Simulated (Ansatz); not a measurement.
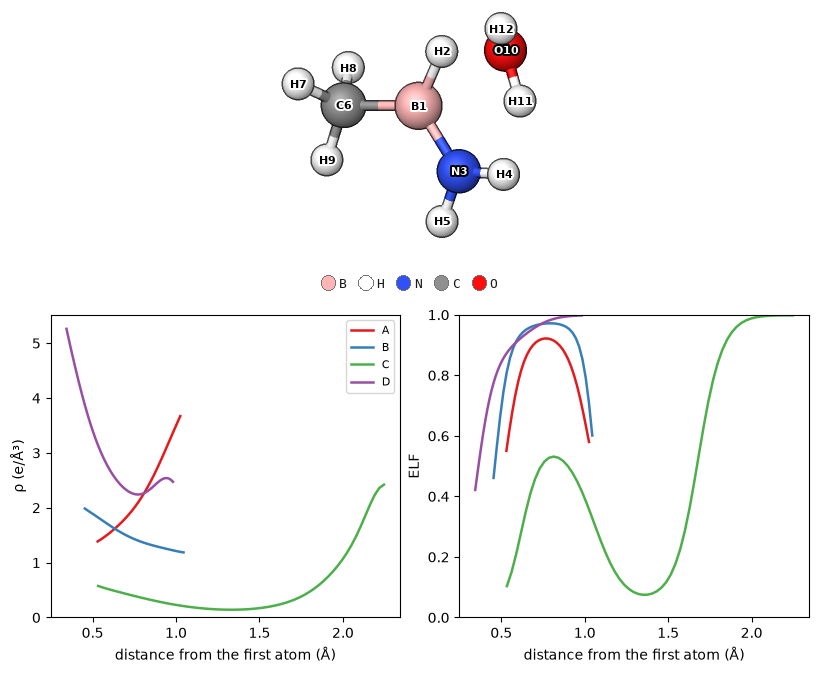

*CH6BN···H2O. Electron density and electron localisation function along straight lines between neighbouring atoms. The curves leave out the atomic cores. The structure is drawn too.*

Not at a stationary point (largest force 0.7 eV/Å).

The calculation used RKS PBE/6-31G* (Ansatz).

```xyz
12

B    -0.0294   -0.2253   -0.0580
H    -0.0448   -0.6596    1.0626
N     1.2510   -0.0823   -0.6412
H     2.1179   -0.3549   -0.1818
H     1.3829    0.2073   -1.6112
C    -1.3588    0.0282   -0.8682
H    -1.9860   -0.8832   -0.8958
H    -1.9586    0.8047   -0.3617
H    -1.1934    0.3544   -1.9116
O     0.0143    1.9594    1.3808
H     0.7837    1.9281    0.7719
H     0.0536    1.0536    1.7865
```

Q: Which curve belongs to which contact (B–H, B–N, C–B and O–H)? The first atom named is at distance zero.

A: Curve A: B–N (1.41 Å): ρ is about 1.8 e/Å³ halfway; the ELF peaks at about 0.90 between the atoms; a short, strongly polar bond. Curve B: C–B (1.58 Å): ρ is about 1.4 e/Å³ halfway; the ELF peaks at about 1 between the atoms, as expected for a covalent bond. Curve C: B1···H12 (2.25 Å): the density falls to about 0.14 e/Å³ on the way; the ELF dips to about 0.10 between them. Curve D: O–H (0.98 Å): the density is about 3.5 e/Å³ at the midpoint; the ELF climbs to about 1 towards the hydrogen, as it does in any bond to H: a covalent bond by its length.
